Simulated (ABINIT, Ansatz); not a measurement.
# GaAs (F-43m): Raman and infrared activity, part 2 of 3

Which lines does GaAs (F-43m) show in Raman and infrared spectra?

ABINIT 10.8.3; DFT LDA, scalar-relativistic, plane waves, HGH norm-conserving pseudopotentials.

So far. Step 2 (Relaxing the cell and atoms): The volume changes by -3.9 % from the cell with which this run began. Step 5 (Linear response at Γ): The acoustic modes at Γ come out as far as 1.2 cm⁻¹ from zero, where they should vanish, a small numerical error; the Born charges miss their sum rule by 0.029 e, which is fair. The relaxed cell has a = 5.528 Å (conventional setting).

## (6) Modes with the sum rule

anaddb reads the merged derivatives, imposes the acoustic sum rule and charge neutrality, and adds the LO-TO term along chosen directions.

anaddb.abi reads:

```
ddb_filepath "gamma_DDB"
output_file "anaddb.abo"
outdata_prefix "anaddb"
asr 1
chneut 1
enunit 2
eivec 1
nph1l 1
qph1l 0.0 0.0 0.0 1.0
dieflag 1
nph2l 3
qph2l 
    1.0 0.0 0.0 0.0
    0.0 0.0 1.0 0.0
    1.0 1.0 1.0 0.0
nlflag 1
ramansr 1
alphon 1
prtmbm 1
```

mrgddb.in reads:

```
gamma_DDB
merged
3
dfpt_gammao_DS2_DDB
dfpt_gammao_DS3_DDB
gso_DDB
```

Launch:

```
$ mrgddb < mrgddb.in > mrgddb.log
$ OMP_NUM_THREADS=1 anaddb anaddb.abi > anaddb.log
```

anaddb.abo, the main output file:

```text
[banners, grids, parts of the stress and lines that vanish by symmetry left out]
-outvars_anaddb: echo values of input variables ----------------------

 Flags :
[...]
Dielectric Tensor and Effective Charges
[...]
Effective charge tensors after
[...]
1          1       -0.000000171        0.000000000        0.000000000
[...]
1          2        0.000000171       -0.000000171       -0.365145923
[...]
1          3       -0.000000171       -0.365145923       -0.000000171
[...]
2          1        0.000000171       -0.000000000       -0.000000000
[...]
2          2       -0.000000171        0.000000171        0.365145923
[...]
2          3        0.000000171        0.365145923        0.000000171
[...]
Phonon wavevector (reduced coordinates) :  0.00000  0.00000  0.00000
 Phonon energies in Hartree :
[...]
Phonon energies in meV     :
-  0.000000E+00  0.000000E+00  0.000000E+00  3.369052E+01  3.369052E+01
-  3.369052E+01
 Phonon frequencies in cm-1    :
-  0.000000E+00  0.000000E+00  0.000000E+00  2.717324E+02  2.717324E+02
-  2.717324E+02
 Phonon frequencies in Thz     :
-  0.000000E+00  0.000000E+00  0.000000E+00  8.146332E+00  8.146332E+00
-  8.146332E+00
 Phonon energies in Kelvin  :
-  0.000000E+00  0.000000E+00  0.000000E+00  3.909623E+02  3.909623E+02
-  3.909623E+02
[...]
-  1  0.00000000E+00  0.00000000E+00 -1.94746136E-03
-     0.00000000E+00  0.00000000E+00  0.00000000E+00
-  2  0.00000000E+00  0.00000000E+00 -1.94746137E-03
-     0.00000000E+00  0.00000000E+00  0.00000000E+00
[...]
-  1  0.00000000E+00 -1.94746136E-03  0.00000000E+00
-     0.00000000E+00  0.00000000E+00  0.00000000E+00
-  2  0.00000000E+00 -1.94746137E-03  0.00000000E+00
-     0.00000000E+00  0.00000000E+00  0.00000000E+00
[...]
-  1  1.94746136E-03  0.00000000E+00  0.00000000E+00
-     0.00000000E+00  0.00000000E+00  0.00000000E+00
-  2  1.94746138E-03  0.00000000E+00  0.00000000E+00
-     0.00000000E+00  0.00000000E+00  0.00000000E+00
[...]
-  1  0.00000000E+00  0.00000000E+00 -2.01875824E-03
-     0.00000000E+00  0.00000000E+00  0.00000000E+00
-  2  0.00000000E+00  0.00000000E+00  1.87868250E-03
-     0.00000000E+00  0.00000000E+00  0.00000000E+00
[...]
-  1  0.00000000E+00  2.01875824E-03  0.00000000E+00
-     0.00000000E+00  0.00000000E+00  0.00000000E+00
-  2  0.00000000E+00 -1.87868250E-03  0.00000000E+00
-     0.00000000E+00  0.00000000E+00  0.00000000E+00
[...]
-  1  2.01875824E-03  0.00000000E+00  0.00000000E+00
-     0.00000000E+00  0.00000000E+00  0.00000000E+00
-  2 -1.87868250E-03  0.00000000E+00  0.00000000E+00
-     0.00000000E+00  0.00000000E+00  0.00000000E+00
[...]
-     1          0.000000    -0.000000     0.000000     0.000000
-     2         -0.000000     0.000000     0.000000     0.000000
-     3         -0.000000     0.000000    -0.000000     0.000000
-     4         -0.000000    -0.000000    -2.845840     2.845840
-     5          0.000000     2.845840    -0.000000     2.845840
-     6          2.845840    -0.000000     0.000000     2.845840
[...]
-   1     Real    0.0000E+00  0.0000E+00  0.0000E+00  0.0000E+00  0.0000E+00  0.0000E+00  0.0000E+00
[...]
-   2     Real    0.0000E+00  0.0000E+00  0.0000E+00  0.0000E+00  0.0000E+00  0.0000E+00  0.0000E+00
[...]
-   3     Real    0.0000E+00  0.0000E+00  0.0000E+00  0.0000E+00  0.0000E+00  0.0000E+00  0.0000E+00
[...]
-   4     Real    0.0000E+00  0.0000E+00  6.1590E-05  0.0000E+00  0.0000E+00  0.0000E+00  6.1590E-05
[...]
-   5     Real    0.0000E+00  6.1590E-05  0.0000E+00  0.0000E+00  0.0000E+00  0.0000E+00  6.1590E-05
[...]
-   6     Real    6.1590E-05  0.0000E+00  0.0000E+00  0.0000E+00  0.0000E+00  0.0000E+00  6.1590E-05
[...]
-        -0.000000000      -0.000000000      -0.000000000
-        -0.000000000       0.000000000      -0.000000000
[...]
Phonon at Gamma, with non-analyticity in the
[...]
Phonon energies in Hartree :
[...]
Phonon energies in meV     :
-  0.000000E+00  0.000000E+00  0.000000E+00  3.369052E+01  3.369052E+01
-  3.594839E+01
 Phonon frequencies in cm-1    :
-  0.000000E+00  0.000000E+00  0.000000E+00  2.717324E+02  2.717324E+02
-  2.899433E+02
 Phonon frequencies in Thz     :
-  0.000000E+00  0.000000E+00  0.000000E+00  8.146332E+00  8.146332E+00
-  8.692282E+00
 Phonon energies in Kelvin  :
-  0.000000E+00  0.000000E+00  0.000000E+00  3.909623E+02  3.909623E+02
-  4.171638E+02
[...]
-  1  0.00000000E+00  0.00000000E+00 -1.94746136E-03
[...]
-  2  0.00000000E+00  0.00000000E+00 -1.94746137E-03
[...]
Phonon at Gamma, with non-analyticity in the
[...]
Phonon energies in Hartree :
[...]
Phonon energies in meV     :
-  0.000000E+00  0.000000E+00  0.000000E+00  3.369052E+01  3.369052E+01
-  3.594839E+01
 Phonon frequencies in cm-1    :
-  0.000000E+00  0.000000E+00  0.000000E+00  2.717324E+02  2.717324E+02
-  2.899433E+02
 Phonon frequencies in Thz     :
-  0.000000E+00  0.000000E+00  0.000000E+00  8.146332E+00  8.146332E+00
-  8.692282E+00
 Phonon energies in Kelvin  :
-  0.000000E+00  0.000000E+00  0.000000E+00  3.909623E+02  3.909623E+02
-  4.171638E+02
[...]
Phonon at Gamma, with non-analyticity in the
[...]
Phonon energies in Hartree :
[...]
Phonon energies in meV     :
-  0.000000E+00  0.000000E+00  0.000000E+00  3.369052E+01  3.369052E+01
-  3.594839E+01
 Phonon frequencies in cm-1    :
-  0.000000E+00  0.000000E+00  0.000000E+00  2.717324E+02  2.717324E+02
-  2.899433E+02
 Phonon frequencies in Thz     :
-  0.000000E+00  0.000000E+00  0.000000E+00  8.146332E+00  8.146332E+00
-  8.692282E+00
 Phonon energies in Kelvin  :
-  0.000000E+00  0.000000E+00  0.000000E+00  3.909623E+02  3.909623E+02
-  4.171638E+02
[...]
-  1  0.00000000E+00  1.94746136E-03  0.00000000E+00
[...]
-  2  0.00000000E+00  1.94746137E-03  0.00000000E+00
[...]
-  1  1.94746136E-03  0.00000000E+00  0.00000000E+00
[...]
-  2  1.94746138E-03  0.00000000E+00  0.00000000E+00
[...]
-  1  2.67179937E-04  1.27500990E-03 -1.54218984E-03
[...]
-  2 -2.48641101E-04 -1.18654068E-03  1.43518178E-03
[...]
-  1  1.62651102E-03 -1.04464012E-03 -5.81870899E-04
[...]
-  2 -1.51365217E-03  9.72155595E-04  5.41496576E-04
[...]
-         0.000000000      -0.000000000       0.000000000
-         0.000000000       0.000000000      -0.000000000
[...]
-         0.000000014       0.018352544      -0.015173016
-         0.018352544      -0.000000014      -0.003179524
-        -0.015173016      -0.003179524       0.000000003
[...]
-        -0.000000012       0.006924455       0.012431554
-         0.006924455       0.000000012      -0.019355982
-         0.012431554      -0.019355982       0.000000018
[...]
Direction                     Dielectric constant
[...]
0.00000   0.00000   1.00000     14.56199548
   1.00000   1.00000   1.00000     14.56199548
-
```

It took 1.1 s on 1 thread of Arm Neoverse N1, shared host.

Numbers from this step:

| Item | Value |
| --- | --- |
| mean static dielectric constant | 14.56 |
| highest mode moved by the LO-TO term | 289.9 cm⁻¹ |

No LO-TO term; unit eigenvectors of the mass-weighted matrix, from anaddb's displacements. The modes at Γ (shares of kinetic energy by element, %):

| mode | frequency (cm⁻¹) | symmetry | Ga % | As % |
| --- | --- | --- | --- | --- |
| 1 | 0.0 | acoustic | 48 | 52 |
| 2 | 0.0 | acoustic | 48 | 52 |
| 3 | 0.0 | acoustic | 48 | 52 |
| 4 | 271.7 | T2 | 52 | 48 |
| 5 | 271.7 | T2 | 52 | 48 |
| 6 | 271.7 | T2 | 52 | 48 |

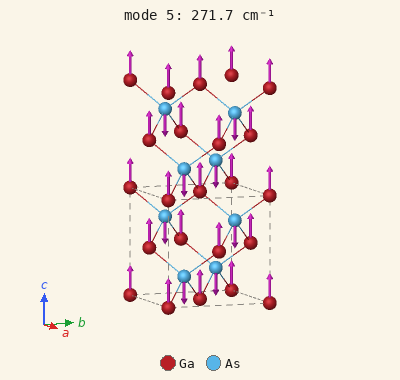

Displacement patterns of mode 5 at Γ; arrows are exaggerated. Bonds to atoms that aren't drawn are left out. 1×1×2 conventional cells are drawn. Some periodic images of atoms are drawn too.

Trace of the oscillator strength, degenerate modes summed. Infrared lines, with heights relative to the strongest:

| position (cm⁻¹) | lines merged | IR intensity, relative |
| --- | --- | --- |
| 272 | 3 | 100 |

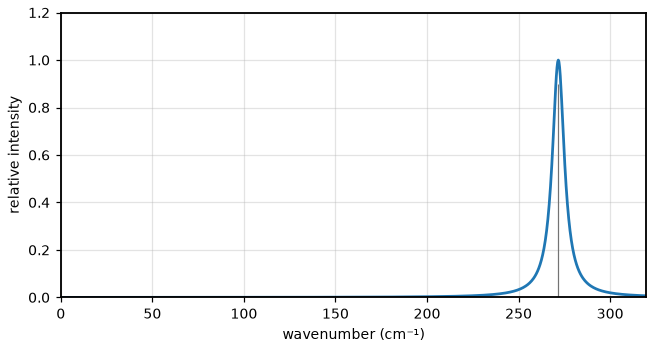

The infrared spectrum, broadened with Lorentzians of width 8 cm⁻¹; bars mark the lines.

From anaddb's Raman susceptibilities, degenerate modes summed; transverse modes, the longitudinal lines of polar modes are not listed. Raman lines, with heights relative to the strongest:

| position (cm⁻¹) | lines merged | Raman activity (Å⁴/amu), powder, relative |
| --- | --- | --- |
| 272 | 3 | 100 |

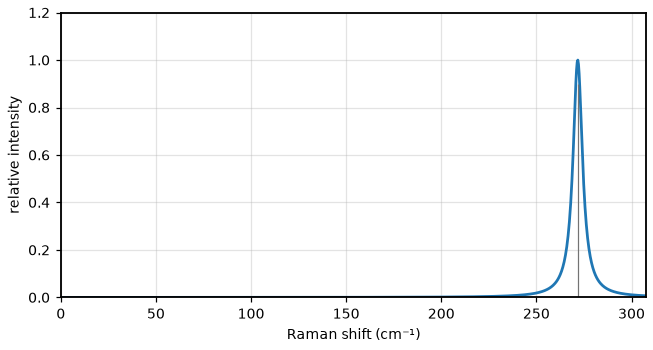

The Raman spectrum, broadened with Lorentzians of width 6 cm⁻¹; bars mark the lines.

Static dielectric tensor (ions relaxed, fixed cell):

```
14.56  0.00  0.00
 0.00 14.56  0.00
 0.00  0.00 14.56
```

Non-linear optical d (pm/V). Tensor:

| field along | xx | yy | zz | yz | xz | xy |
| --- | --- | --- | --- | --- | --- | --- |
| x | 0 | 0 | 0 | 92.38 | 0 | 0 |
| y | 0 | 0 | 0 | 0 | 92.38 | 0 |
| z | 0 | 0 | 0 | 0 | 0 | 92.38 |

The rule moves no optical mode by more than 0.1 cm⁻¹.

## (7) Sum rules set otherwise (asr 0)

Without the rule the raw error of the acoustic modes shows.

Edit anaddb.abi of step 6 so:

```diff
@@ -3,4 +3,4 @@
 outdata_prefix "anaddb"
-asr 1
-chneut 1
+asr 0
+chneut 0
 enunit 2
```

mrgddb.in is that of step 6.

anaddb.abo, the main output file:

```text
[banners, grids, parts of the stress and lines that vanish by symmetry left out]
-outvars_anaddb: echo values of input variables ----------------------

 Flags :
[...]
Dielectric Tensor and Effective Charges
[...]
Effective charge tensors after
[...]
1          1       -0.000000171        0.000000000        0.000000000
[...]
1          2        0.000000171       -0.000000171       -0.365145923
[...]
1          3       -0.000000171       -0.365145923       -0.000000171
[...]
2          1        0.000000171       -0.000000000       -0.000000000
[...]
2          2       -0.000000171        0.000000171        0.365145923
[...]
2          3        0.000000171        0.365145923        0.000000171
[...]
Phonon wavevector (reduced coordinates) :  0.00000  0.00000  0.00000
 Phonon energies in Hartree :
[...]
Phonon energies in meV     :
- -1.526625E-01 -1.526625E-01 -1.526625E-01  3.369020E+01  3.369020E+01
-  3.369020E+01
 Phonon frequencies in cm-1    :
- -1.231306E+00 -1.231306E+00 -1.231306E+00  2.717298E+02  2.717298E+02
-  2.717298E+02
 Phonon frequencies in Thz     :
- -3.691363E-02 -3.691363E-02 -3.691362E-02  8.146254E+00  8.146254E+00
-  8.146254E+00
 Phonon energies in Kelvin  :
- -1.771575E+00 -1.771575E+00 -1.771574E+00  3.909585E+02  3.909585E+02
-  3.909585E+02
[...]
-  1  0.00000000E+00  2.20122203E-07  1.94742448E-03
-     0.00000000E+00  0.00000000E+00  0.00000000E+00
-  2  0.00000000E+00  2.20130250E-07  1.94749568E-03
-     0.00000000E+00  0.00000000E+00  0.00000000E+00
[...]
-  1  0.00000000E+00  1.94742448E-03 -2.20122674E-07
-     0.00000000E+00  0.00000000E+00  0.00000000E+00
-  2  0.00000000E+00  1.94749568E-03 -2.20130722E-07
-     0.00000000E+00  0.00000000E+00  0.00000000E+00
[...]
-  1  1.94742449E-03  0.00000000E+00  0.00000000E+00
-     0.00000000E+00  0.00000000E+00  0.00000000E+00
-  2  1.94749569E-03  0.00000000E+00  0.00000000E+00
-     0.00000000E+00  0.00000000E+00  0.00000000E+00
[...]
-  1  0.00000000E+00  0.00000000E+00  2.01879381E-03
-     0.00000000E+00  0.00000000E+00  0.00000000E+00
-  2  0.00000000E+00  0.00000000E+00 -1.87864693E-03
-     0.00000000E+00  0.00000000E+00  0.00000000E+00
[...]
-  1  0.00000000E+00 -2.01879381E-03  0.00000000E+00
-     0.00000000E+00  0.00000000E+00  0.00000000E+00
-  2  0.00000000E+00  1.87864693E-03  0.00000000E+00
-     0.00000000E+00  0.00000000E+00  0.00000000E+00
[...]
-  1  2.01879381E-03  0.00000000E+00  0.00000000E+00
-     0.00000000E+00  0.00000000E+00  0.00000000E+00
-  2 -1.87864693E-03  0.00000000E+00  0.00000000E+00
-     0.00000000E+00  0.00000000E+00  0.00000000E+00
[...]
-     1         -0.000000    -0.000000    -0.020215     0.020215
-     2         -0.000000    -0.020215    -0.000000     0.020215
-     3         -0.020215    -0.000000    -0.000000     0.020215
-     4          0.000000     0.000000     2.845114     2.845114
-     5         -0.000000    -2.845114    -0.000000     2.845114
-     6          2.845114    -0.000000     0.000000     2.845114
[...]
-   1     Real    0.0000E+00  0.0000E+00  3.0996E-09  0.0000E+00  0.0000E+00  0.0000E+00  3.0996E-09
[...]
-   2     Real    0.0000E+00  3.0996E-09  0.0000E+00  0.0000E+00  0.0000E+00  0.0000E+00  3.0996E-09
[...]
-   3     Real    3.0996E-09  0.0000E+00  0.0000E+00  0.0000E+00  0.0000E+00  0.0000E+00  3.0996E-09
[...]
-   4     Real    0.0000E+00  0.0000E+00  6.1559E-05  0.0000E+00  0.0000E+00  0.0000E+00  6.1559E-05
[...]
-   5     Real    0.0000E+00  6.1559E-05  0.0000E+00  0.0000E+00  0.0000E+00  0.0000E+00  6.1559E-05
[...]
-   6     Real    6.1559E-05  0.0000E+00  0.0000E+00  0.0000E+00  0.0000E+00  0.0000E+00  6.1559E-05
[...]
-         0.000000000       0.000000439       0.000000000
-         0.000000439       0.000000000       0.000000000
[...]
Phonon at Gamma, with non-analyticity in the
[...]
Phonon energies in Hartree :
[...]
Phonon energies in meV     :
- -1.526625E-01 -1.526625E-01 -1.278875E-01  3.369020E+01  3.369020E+01
-  3.594699E+01
 Phonon frequencies in cm-1    :
- -1.231306E+00 -1.231306E+00 -1.031482E+00  2.717298E+02  2.717298E+02
-  2.899320E+02
 Phonon frequencies in Thz     :
- -3.691363E-02 -3.691363E-02 -3.092306E-02  8.146254E+00  8.146254E+00
-  8.691943E+00
 Phonon energies in Kelvin  :
- -1.771575E+00 -1.771575E+00 -1.484073E+00  3.909585E+02  3.909585E+02
-  4.171475E+02
[...]
-  1  0.00000000E+00  2.20145425E-07  1.94742448E-03
[...]
-  2  0.00000000E+00  2.20153474E-07  1.94749568E-03
[...]
Phonon at Gamma, with non-analyticity in the
[...]
Phonon energies in Hartree :
[...]
Phonon energies in meV     :
- -1.526625E-01 -1.526625E-01 -1.278875E-01  3.369020E+01  3.369020E+01
-  3.594699E+01
 Phonon frequencies in cm-1    :
- -1.231306E+00 -1.231306E+00 -1.031483E+00  2.717298E+02  2.717298E+02
-  2.899320E+02
 Phonon frequencies in Thz     :
- -3.691363E-02 -3.691362E-02 -3.092307E-02  8.146254E+00  8.146254E+00
-  8.691943E+00
 Phonon energies in Kelvin  :
- -1.771575E+00 -1.771574E+00 -1.484073E+00  3.909585E+02  3.909585E+02
-  4.171475E+02
[...]
Phonon at Gamma, with non-analyticity in the
[...]
Phonon energies in Hartree :
[...]
Phonon energies in meV     :
- -1.526625E-01 -1.526625E-01 -1.278875E-01  3.369020E+01  3.369020E+01
-  3.594699E+01
 Phonon frequencies in cm-1    :
- -1.231306E+00 -1.231306E+00 -1.031483E+00  2.717298E+02  2.717298E+02
-  2.899320E+02
 Phonon frequencies in Thz     :
- -3.691363E-02 -3.691362E-02 -3.092307E-02  8.146254E+00  8.146254E+00
-  8.691943E+00
 Phonon energies in Kelvin  :
- -1.771575E+00 -1.771575E+00 -1.484073E+00  3.909585E+02  3.909585E+02
-  4.171475E+02
[...]
-  1  1.57838067E-03 -9.55822450E-04 -6.22559268E-04
[...]
-  2  1.57843838E-03 -9.55857394E-04 -6.22582029E-04
[...]
-  1  1.12535200E-03  1.12535134E-03  1.12535113E-03
[...]
-  2  1.12345123E-03  1.12345057E-03  1.12345035E-03
[...]
-  1  2.67103604E-04  1.27508441E-03 -1.54218801E-03
[...]
-  2 -2.48560979E-04 -1.18656665E-03  1.43512763E-03
[...]
-  1  1.62655299E-03 -1.04459500E-03 -5.81957990E-04
[...]
-  2 -1.51363590E-03  9.72078071E-04  5.41557827E-04
[...]
-         0.000013131      -0.000000000       0.000013131
-         0.000013131       0.000013131      -0.000000000
[...]
-         0.000000014       0.018352199      -0.015173635
-         0.018352199      -0.000000014      -0.003178559
-        -0.015173635      -0.003178559       0.000000003
[...]
-        -0.000000012       0.006925370       0.012430798
-         0.006925370       0.000000012      -0.019356140
-         0.012430798      -0.019356140       0.000000018
[...]
Direction                     Dielectric constant
[...]
0.00000   0.00000   1.00000     14.56113827
   1.00000   1.00000   1.00000     14.56113827
-
```

Elapsed: 1.1 s, on 1 thread.

Zone-centre frequencies as printed; negative means imaginary. Modes:

| mode | frequency (cm⁻¹) |
| --- | --- |
| 1 | -1.23 |
| 2 | -1.23 |
| 3 | -1.23 |
| 4 | 271.7 |
| 5 | 271.7 |
| 6 | 271.7 |

[end of part 2 of 3]

[Host names and launcher messages were left out of these logs when they were recorded.]

[Logs are printed without paths, hosts, clocks, repeated set-up lines and the standing remarks that a program may print on its own settings, such as how far it seeks lower states.]

[Hosts, paths, dates, database ids (printed as entryN), source tags and the programs' standing remarks are cut or masked in the printed files.]
